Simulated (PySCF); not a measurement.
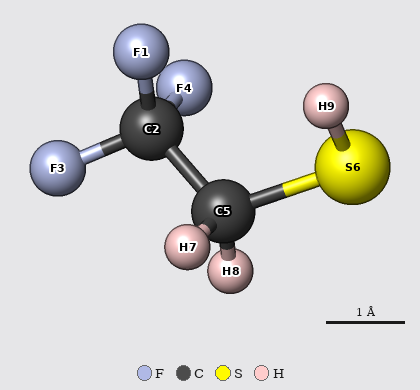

Figure 1. The structure (ball-and-stick view, seen at a tilt; atoms are numbered from 1 in the order of the input). Bond lengths as drawn: C–C 1.51 Å, C–F 1.33 to 1.34 Å, C–H 1.10 Å, C–S 1.81 Å and H–S 1.35 Å.

## What a change does: NMR shielding calculation on C2H3F3S

System: C2H3F3S (2,2,2-trifluoroethanethiol).
Method of run A: GIAO WP04/pcSseg-2 NMR shielding, non-relativistic, gas phase (PySCF 2.14.0).

The geometry comes from this level: PBE0-D3(BJ)/def2-SVP. Text and figures count atoms from 1; the logs count them from 0 in places.

The input, run A:
```
{"job": {"kind": "nmr", "xc": "WP04", "basis": "pcSseg-2", "pop": false}, "charge": 0, "multiplicity": 1}
F     -1.365742     0.237015     0.964354
C     -0.835666    -0.375689    -0.098875
F     -1.145870    -1.674306    -0.008995
F     -1.430653     0.109647    -1.184191
C      0.665871    -0.206999    -0.140558
S      1.221887     1.510274    -0.231435
H      1.094348    -0.726111     0.728479
H      1.037566    -0.706358    -1.046342
H      0.794780     1.858371     1.001206
```

The first line tells a small driver script what to run in PySCF; the rest is the geometry in Å.

Hardware: 1 CPU thread, shared host.

Output (run A):
```
coarse grid: 8920 points
cycle   1  E = -786.4721083827  dE =  8.668e-01  |g| = 1.329e+00  |ddm| = 2.064e+00
cycle   2  E = -786.0719637233  dE =  4.001e-01  |g| = 2.138e+00  |ddm| = 1.315e+00
cycle   3  E = -786.7168876384  dE = -6.449e-01  |g| = 1.452e-01  |ddm| = 8.450e-01
cycle   4  E = -786.7204752872  dE = -3.588e-03  |g| = 6.561e-02  |ddm| = 1.439e-01
cycle   5  E = -786.7214163133  dE = -9.410e-04  |g| = 2.105e-02  |ddm| = 5.814e-02
cycle   6  E = -786.7215169035  dE = -1.006e-04  |g| = 3.122e-03  |ddm| = 1.896e-02
cycle   7  E = -786.7215186151  dE = -1.712e-06  |g| = 8.096e-04  |ddm| = 2.858e-03
final grid: 85096 points
cycle   8  E = -786.7192160101  dE = -1.290e-04  |g| = 6.434e-03  |ddm| = 4.313e-02
cycle   9  E = -786.7192056749  dE =  1.034e-05  |g| = 1.011e-02  |ddm| = 7.393e-03
cycle  10  E = -786.7192230640  dE = -1.739e-05  |g| = 5.112e-04  |ddm| = 4.783e-03
cycle  11  E = -786.7192231106  dE = -4.668e-08  |g| = 2.141e-04  |ddm| = 7.755e-04
cycle  12  E = -786.7192231208  dE = -1.015e-08  |g| = 4.835e-05  |ddm| = 2.424e-04
cycle  13  E = -786.7192231212  dE = -3.836e-10  |g| = 1.511e-05  |ddm| = 3.593e-05
converged SCF energy = -786.7192231212

GIAO shielding tensors (ppm)
atom      isotropic    diamagn.    paramagn.     s11        s22        s33       span
  0 F      260.444     473.551    -213.107    169.984    261.084    350.264    180.279
  1 C       32.108     240.971    -208.863     27.819     32.498     36.005      8.186
  2 F      253.225     471.543    -218.319    162.156    247.831    349.687    187.531
  3 F      261.014     471.470    -210.456    173.068    260.304    349.671    176.603
  4 C      134.593     245.279    -110.686    112.366    135.158    156.256     43.890
  5 S      534.096    1058.255    -524.159    373.560    462.409    766.319    392.759
  6 H       28.470      30.131      -1.661     22.900     28.523     33.987     11.087
  7 H       29.089      29.630      -0.541     24.175     28.556     34.536     10.360
  8 H       29.753      30.639      -0.885     22.820     28.434     38.006     15.186
```

For run B the input was changed thus:
```diff
-"xc": "WP04"
+"xc": "wB97X-D"
```

Predict how the results change.

The total energies belong to different methods, so their difference says nothing on which is more stable or more accurate. The HOMO goes from −8.61 to −9.43 eV. The LUMO goes from −1.97 to 1.70 eV. The dipole moment goes from 1.84 to 1.72 D. Of all shieldings, the largest change is that of S6, by +69.0 ppm. The functional changes from WP04 to wB97X-D. Exact exchange removes part of the self-interaction error of semilocal functionals, which pushes filled and empty levels apart. The SCF takes 12 iterations against 13.

Output (run B):
```
coarse grid: 8920 points
cycle   1  E = -775.6538285597  dE =  9.502e-01  |g| = 9.789e-01  |ddm| = 2.048e+00
cycle   2  E = -775.6254235331  dE =  2.841e-02  |g| = 1.163e+00  |ddm| = 9.220e-01
cycle   3  E = -775.8186713493  dE = -1.932e-01  |g| = 5.151e-02  |ddm| = 4.483e-01
cycle   4  E = -775.8191463591  dE = -4.750e-04  |g| = 2.211e-02  |ddm| = 5.753e-02
cycle   5  E = -775.8192440971  dE = -9.774e-05  |g| = 4.828e-03  |ddm| = 2.180e-02
cycle   6  E = -775.8192498791  dE = -5.782e-06  |g| = 1.163e-03  |ddm| = 6.621e-03
final grid: 85096 points
cycle   7  E = -775.8233621899  dE = -2.101e-04  |g| = 1.233e-02  |ddm| = 4.210e-02
cycle   8  E = -775.8233627468  dE = -5.569e-07  |g| = 1.236e-02  |ddm| = 9.662e-03
cycle   9  E = -775.8233823624  dE = -1.962e-05  |g| = 1.011e-03  |ddm| = 4.539e-03
cycle  10  E = -775.8233825365  dE = -1.741e-07  |g| = 3.286e-04  |ddm| = 7.296e-04
cycle  11  E = -775.8233825594  dE = -2.286e-08  |g| = 4.732e-05  |ddm| = 3.718e-04
cycle  12  E = -775.8233825601  dE = -6.594e-10  |g| = 1.729e-05  |ddm| = 9.001e-05
converged SCF energy = -775.8233825601

GIAO shielding tensors (ppm)
atom      isotropic    diamagn.    paramagn.     s11        s22        s33       span
  0 F      264.601     469.817    -205.216    178.032    270.347    345.423    167.391
  1 C       49.111     240.376    -191.265     45.881     49.860     51.591      5.710
  2 F      256.835     467.761    -210.927    169.575    256.807    344.121    174.546
  3 F      265.548     467.780    -202.232    181.470    269.635    345.539    164.069
  4 C      150.481     245.517     -95.036    130.342    148.627    172.473     42.131
  5 S      603.059    1054.828    -451.769    457.693    525.813    825.672    367.979
  6 H       28.359      29.848      -1.488     22.416     28.332     34.331     11.916
  7 H       28.910      29.444      -0.534     23.671     28.232     34.826     11.155
  8 H       29.289      30.094      -0.805     22.049     27.635     38.182     16.133
```

The two runs side by side:

```csv
quantity,run A,run B
outcome,converged,converged
total energy (hartree),−786.719223,−775.823383
HOMO (eV),−8.61,−9.43
LUMO (eV),−1.97,1.70
dipole moment (D),1.84,1.72
shielding of F1 (ppm),260.4,264.6
shielding of C2 (ppm),32.1,49.1
shielding of F3 (ppm),253.2,256.8
shielding of F4 (ppm),261.0,265.5
shielding of C5 (ppm),134.6,150.5
shielding of S6 (ppm),534.1,603.1
shielding of H9 (ppm),29.8,29.3
SCF iterations,13,12
basis functions,265,265
wall time (shared host),20 s,28 s
```
